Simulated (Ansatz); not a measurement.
# Run report: C2H3AlO, geometry relaxation (part 2 of 2)

Continued. System: C2H3AlO. Method: RKS r2SCAN/def2-SVP (Ansatz 0.2.0). It belongs to a series of runs on one base structure; here: end point B relaxed.

Geometry of the input (Å):
```
O  -0.4278  -2.0528  1.6286
C  0.1159  -1.3500  0.8797
C  0.6270  -0.5011  0.0468
Al -0.3810  1.0728  -0.5606
H  1.6296  -0.6458  -0.3365
H  -1.8058  1.4319  -0.0758
H  -0.3090  -0.4753  0.6048
```

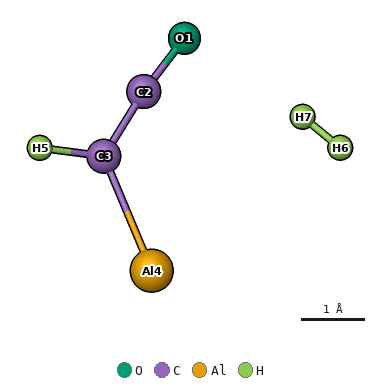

**Figure 1.** The geometry at step 18 of the log (ball-and-stick view, seen at a tilt; atoms are numbered from 1 in the order of the input).

Trajectory as extended XYZ, continued
```
7
Properties=species:S:1:pos:R:3:forces:R:3 step=7 energy=-10755.41317
O    -0.5076   -2.3175    1.4833   -0.5624  -0.7622   0.5147
C     0.0329   -1.5300    0.8248    0.6728   0.5974  -0.4660
C     0.5424   -0.5550    0.1083    0.1263   0.3617  -0.8043
Al   -0.3905    1.0735   -1.1577    0.3286  -0.5870   0.2179
H     1.6113   -0.5494   -0.1076    0.1960  -0.1953   0.0087
H    -1.2783    0.9415    0.4937   -0.4499   0.4085  -0.0318
H    -0.5613    0.4166    0.5422   -0.3112   0.1768   0.5609
7
Properties=species:S:1:pos:R:3:forces:R:3 step=8 energy=-10755.65230
O    -0.4909   -2.3935    1.4024    0.0833   0.0597  -0.1556
C     0.0607   -1.5620    0.7851   -0.0846   0.0517   0.1967
C     0.5600   -0.5453    0.1182    0.1589   0.0577  -0.8438
Al   -0.3990    0.8893   -1.2213    0.4219  -0.5243   0.2717
H     1.6387   -0.5533   -0.0692    0.1147  -0.1230  -0.0260
H    -1.2787    1.0906    0.5592   -0.3636   0.2016  -0.0516
H    -0.6419    0.5537    0.6126   -0.3306   0.2767   0.6086
7
Properties=species:S:1:pos:R:3:forces:R:3 step=9 energy=-10755.92623
O    -0.4749   -2.4011    1.3633    0.2645   0.2400  -0.3039
C     0.0921   -1.5784    0.7422   -0.3625  -0.0176   0.3470
C     0.5949   -0.5729    0.0583   -0.0706  -0.1840  -0.4831
Al   -0.3404    0.7488   -1.2470    0.3820  -0.3420   0.0717
H     1.6771   -0.5845   -0.0581    0.3864  -0.0482  -0.1546
H    -1.3360    1.1904    0.6274   -0.6915   0.4636  -0.0237
H    -0.7640    0.6774    0.7008    0.0917  -0.1119   0.5467
7
Properties=species:S:1:pos:R:3:forces:R:3 step=10 energy=-10756.13278
O    -0.4712   -2.3737    1.3418    0.2204   0.1977  -0.2384
C     0.1128   -1.5769    0.7074   -0.2516   0.0629   0.2051
C     0.6360   -0.6056   -0.0166    1.1577  -0.6635   0.1302
Al   -0.2394    0.6243   -1.2916    0.0075   0.1729  -0.3442
H     1.7581   -0.6314   -0.0861   -0.7617   0.0226  -0.0694
H    -1.4609    1.2766    0.7080   -0.0119  -0.1051   0.0845
H    -0.8864    0.7664    0.8240   -0.3602   0.3125   0.2323
7
Properties=species:S:1:pos:R:3:forces:R:3 step=11 energy=-10756.21152
O    -0.4646   -2.3305    1.3445    0.1054   0.0043  -0.0571
C     0.1491   -1.5787    0.6899   -0.1970   0.3467  -0.0934
C     0.7058   -0.6542   -0.0733   -0.3874  -0.5252   0.2236
Al   -0.1240    0.5814   -1.3821    0.0424   0.0175  -0.1199
H     1.7857   -0.7087   -0.1230    0.6479   0.0532  -0.1433
H    -1.5676    1.3147    0.8145   -1.6987   1.3926  -0.2691
H    -1.0354    0.8556    0.9165    1.4873  -1.2891   0.4594
7
Properties=species:S:1:pos:R:3:forces:R:3 step=12 energy=-10756.31968
O    -0.4780   -2.2857    1.3517    0.0780  -0.0017  -0.0399
C     0.1602   -1.5744    0.6770   -0.0593   0.4250  -0.2296
C     0.7523   -0.6964   -0.1185   -0.2542  -0.4524   0.2499
Al   -0.0396    0.5544   -1.4454    0.0484  -0.0601  -0.0192
H     1.8408   -0.7681   -0.1556    0.3026   0.0463  -0.0856
H    -1.7323    1.2920    0.9257   -0.2114   0.0972   0.0121
H    -1.0545    0.9579    0.9520    0.0958  -0.0543   0.1124
7
Properties=species:S:1:pos:R:3:forces:R:3 step=13 energy=-10756.36401
O    -0.5031   -2.2150    1.3354    0.2597   0.1983  -0.2228
C     0.1751   -1.5514    0.6458   -0.2768   0.0798   0.0316
C     0.8139   -0.7354   -0.1742    0.0168  -0.3387   0.1666
Al    0.0688    0.4546   -1.5737   -0.0043  -0.0244   0.0247
H     1.9083   -0.8314   -0.1824    0.0480   0.0706  -0.0426
H    -1.8660    1.3022    1.0372    0.0332  -0.0099   0.0159
H    -1.1481    1.0562    1.0987   -0.0766   0.0243   0.0266
7
Properties=species:S:1:pos:R:3:forces:R:3 step=14 energy=-10756.38164
O    -0.5206   -2.1313    1.3317    0.2293   0.1754  -0.2510
C     0.1881   -1.5329    0.6131   -0.2881  -0.1084   0.2141
C     0.8697   -0.8006   -0.2423    0.0092  -0.0292   0.0114
Al    0.1425    0.3927   -1.6529    0.0039  -0.0552   0.0478
H     1.9639   -0.8606   -0.1927    0.0605   0.0140  -0.0381
H    -1.9442    1.3492    1.1092   -0.0226   0.0077   0.0005
H    -1.2504    1.0632    1.2207    0.0078  -0.0043   0.0152
7
Properties=species:S:1:pos:R:3:forces:R:3 step=15 energy=-10756.37337 accepted=F
O    -0.5067   -2.1309    1.3176   -0.4513  -0.1263   0.2418
C     0.1795   -1.5177    0.6035    0.7758   0.1437  -0.3310
C     0.8971   -0.8095   -0.2456   -0.2913   0.0255   0.0220
Al    0.1455    0.3583   -1.6606    0.0065  -0.0065   0.0008
H     1.9924   -0.8714   -0.2093   -0.0270  -0.0396   0.0528
H    -1.9313    1.4254    1.1043   -0.4475   0.2896  -0.1256
H    -1.3276    1.0255    1.2770    0.4348  -0.2864   0.1391
7
Properties=species:S:1:pos:R:3:forces:R:3 step=16 energy=-10756.38418
O    -0.5291   -2.1048    1.3302    0.1464   0.1404  -0.1895
C     0.1857   -1.5180    0.6098   -0.1622  -0.1040   0.1663
C     0.8812   -0.8042   -0.2494    0.0191  -0.0042  -0.0021
Al    0.1524    0.3803   -1.6655    0.0038  -0.0424   0.0376
H     1.9762   -0.8713   -0.2009    0.0064   0.0061  -0.0251
H    -1.9482    1.3534    1.1133   -0.0303   0.0119  -0.0029
H    -1.2693    1.0442    1.2494    0.0167  -0.0079   0.0160
7
Properties=species:S:1:pos:R:3:forces:R:3 step=17 energy=-10756.38730
O    -0.5396   -2.0588    1.3235    0.0495   0.1039  -0.1082
C     0.1900   -1.4949    0.6013   -0.0308  -0.1214   0.1246
C     0.9077   -0.8124   -0.2634    0.0442   0.0246  -0.0352
Al    0.1739    0.3514   -1.6908   -0.0005  -0.0128   0.0156
H     2.0025   -0.9001   -0.2224   -0.0514   0.0029  -0.0044
H    -1.9606    1.3786    1.1147    0.0620  -0.0356   0.0213
H    -1.3251    1.0158    1.3240   -0.0729   0.0384  -0.0135
7
Properties=species:S:1:pos:R:3:forces:R:3 step=18 energy=-10756.38457 accepted=F
O    -0.5423   -2.0107    1.3149   -0.0786   0.0437   0.0023
C     0.2032   -1.4777    0.5882    0.1628  -0.0712   0.0076
C     0.9432   -0.8329   -0.2869   -0.0070   0.0277  -0.0195
Al    0.2026    0.3168   -1.7194   -0.0035   0.0100  -0.0076
H     2.0365   -0.9359   -0.2485   -0.0659  -0.0075   0.0140
H    -1.9778    1.4310    1.1172    0.4349  -0.3377   0.2327
H    -1.4164    0.9891    1.4214   -0.4427   0.3350  -0.2294
7
Properties=species:S:1:pos:R:3:forces:R:3 step=19 energy=-10756.38982
O    -0.5442   -2.0195    1.3211   -0.0104   0.0161  -0.0025
C     0.2042   -1.4859    0.5973    0.0052  -0.0188   0.0106
C     0.9316   -0.8261   -0.2774    0.0403  -0.0031  -0.0059
Al    0.1899    0.3432   -1.6935   -0.0044   0.0028  -0.0017
H     2.0237   -0.9354   -0.2481   -0.0230   0.0038  -0.0057
H    -1.9815    1.3920    1.1173    0.0243  -0.0122   0.0075
H    -1.3748    1.0114    1.3703   -0.0320   0.0113  -0.0023
7
Properties=species:S:1:pos:R:3:forces:R:3 step=20 energy=-10756.39127
O    -0.5478   -1.9799    1.3232   -0.0666  -0.0277   0.0582
C     0.2133   -1.4754    0.5931    0.1165   0.0564  -0.0985
C     0.9519   -0.8428   -0.2938   -0.0361  -0.0238   0.0552
Al    0.2018    0.3371   -1.6952   -0.0044   0.0108  -0.0182
H     2.0423   -0.9602   -0.2679   -0.0023  -0.0118  -0.0013
H    -1.9844    1.4136    1.1135    0.1016  -0.0709   0.0498
H    -1.4282    0.9872    1.4141   -0.1087   0.0670  -0.0451
7
Properties=species:S:1:pos:R:3:forces:R:3 step=21 energy=-10756.38913 accepted=F
O    -0.5472   -1.9282    1.3311    0.0327   0.0420   0.0058
C     0.2293   -1.4486    0.5980    0.0259   0.0048  -0.0649
C     0.9781   -0.8372   -0.2955    0.0607  -0.0960   0.0430
Al    0.2254    0.3399   -1.6981   -0.0006   0.0254  -0.0084
H     2.0612   -1.0283   -0.3197   -0.1137   0.0316   0.0229
H    -1.9851    1.4359    1.1005    0.3353  -0.3344   0.2543
H    -1.5128    0.9462    1.4708   -0.3402   0.3267  -0.2527
7
Properties=species:S:1:pos:R:3:forces:R:3 step=22 energy=-10756.39308
O    -0.5477   -1.9483    1.3323   -0.0131   0.0013   0.0160
C     0.2190   -1.4626    0.5939    0.0261   0.0116  -0.0240
C     0.9611   -0.8480   -0.3013   -0.0036   0.0089  -0.0028
Al    0.2211    0.3394   -1.7049    0.0024  -0.0053   0.0059
H     2.0492   -0.9863   -0.2874   -0.0056  -0.0105   0.0019
H    -1.9832    1.4229    1.1157    0.0578  -0.0412   0.0291
H    -1.4706    0.9626    1.4387   -0.0640   0.0353  -0.0260
7
Properties=species:S:1:pos:R:3:forces:R:3 step=23 energy=-10756.39464
O    -0.5477   -1.9169    1.3422    0.0227   0.0201  -0.0151
C     0.2229   -1.4491    0.5954   -0.0231  -0.0081   0.0178
C     0.9677   -0.8513   -0.3082    0.0142   0.0128  -0.0194
Al    0.2348    0.3435   -1.7101    0.0040  -0.0090   0.0122
H     2.0536   -1.0085   -0.3037   -0.0116  -0.0083   0.0018
H    -1.9709    1.4317    1.1131    0.0929  -0.0869   0.0608
H    -1.5114    0.9302    1.4582   -0.0992   0.0794  -0.0581
7
Properties=species:S:1:pos:R:3:forces:R:3 step=24 energy=-10756.39590
O    -0.5472   -1.8714    1.3555    0.0510   0.0407  -0.0361
C     0.2283   -1.4266    0.5989   -0.0405  -0.0161   0.0232
C     0.9780   -0.8518   -0.3158    0.0203  -0.0139  -0.0064
Al    0.2539    0.3486   -1.7171    0.0029  -0.0033   0.0120
H     2.0586   -1.0440   -0.3289   -0.0282   0.0019   0.0057
H    -1.9476    1.4426    1.1108    0.1827  -0.2549   0.1723
H    -1.5750    0.8823    1.4834   -0.1881   0.2456  -0.1707
7
Properties=species:S:1:pos:R:3:forces:R:3 step=25 energy=-10756.40121
O    -0.5432   -1.8140    1.3753    0.0053   0.0024  -0.0021
C     0.2323   -1.4011    0.6018   -0.0116   0.0166   0.0144
C     0.9840   -0.8563   -0.3289    0.0101  -0.0047  -0.0171
Al    0.2665    0.3638   -1.7160    0.0041  -0.0040   0.0079
H     2.0583   -1.0762   -0.3538   -0.0058  -0.0018  -0.0017
H    -1.8639    1.4272    1.0830    0.0084  -0.0084   0.0190
H    -1.6852    0.8364    1.5255   -0.0104  -0.0002  -0.0204
7
Properties=species:S:1:pos:R:3:forces:R:3 step=26 energy=-10756.40137
O    -0.5487   -1.7483    1.4002    0.0407   0.0176  -0.0487
C     0.2283   -1.3714    0.6089    0.0012   0.0084   0.0015
C     0.9826   -0.8672   -0.3436   -0.0274  -0.0066   0.0623
Al    0.2854    0.3751   -1.7209    0.0000  -0.0046  -0.0070
H     2.0544   -1.0998   -0.3652   -0.0111  -0.0126  -0.0091
H    -1.8427    1.4278    1.1217    0.0621  -0.2972   0.1691
H    -1.7105    0.7634    1.4857   -0.0656   0.2950  -0.1680
7
Properties=species:S:1:pos:R:3:forces:R:3 step=27 energy=-10756.40135 accepted=F
O    -0.5427   -1.7464    1.4041    0.0393   0.0467  -0.0063
C     0.2366   -1.3563    0.6218   -0.0280  -0.0397  -0.0066
C     0.9931   -0.8380   -0.3205    0.1168  -0.0883  -0.0271
Al    0.2912    0.3825   -1.7151    0.0071   0.0142   0.0100
H     2.0471   -1.1467   -0.3981   -0.1305   0.0683   0.0280
H    -1.8652    1.4312    1.1393    0.0364  -0.1396   0.0653
H    -1.7112    0.7534    1.4553   -0.0411   0.1385  -0.0633
7
Properties=species:S:1:pos:R:3:forces:R:3 step=28 energy=-10756.40383
O    -0.5432   -1.7355    1.4018   -0.0068  -0.0045   0.0099
C     0.2351   -1.3639    0.6105    0.0027   0.0069  -0.0040
C     0.9907   -0.8636   -0.3417    0.0171  -0.0023  -0.0006
Al    0.2964    0.3731   -1.7252    0.0009   0.0016  -0.0041
H     2.0560   -1.1229   -0.3803   -0.0120   0.0004  -0.0020
H    -1.8478    1.4324    1.1426    0.0051  -0.0230   0.0155
H    -1.7383    0.7600    1.4791   -0.0070   0.0209  -0.0148
7
Properties=species:S:1:pos:R:3:forces:R:3 step=29 energy=-10756.40400
O    -0.5399   -1.7248    1.4080   -0.0003   0.0047  -0.0018
C     0.2368   -1.3584    0.6125    0.0110  -0.0010  -0.0041
C     0.9923   -0.8655   -0.3437   -0.0045   0.0102  -0.0119
Al    0.3120    0.3704   -1.7356   -0.0026  -0.0033   0.0057
H     2.0553   -1.1312   -0.3895   -0.0025  -0.0091   0.0113
H    -1.8483    1.4388    1.1642   -0.0002  -0.0003   0.0013
H    -1.7593    0.7504    1.4712   -0.0009  -0.0011  -0.0006
```

Summary

- outcome: converged
- total energy: −10756.4040 eV
- mean-field energy: −10756.4040 eV
- largest force (length of the vector) at the end: 0.016 eV/Å
- wall time: 54 s (CPU time 99 s)
- peak memory: 0.16 GiB
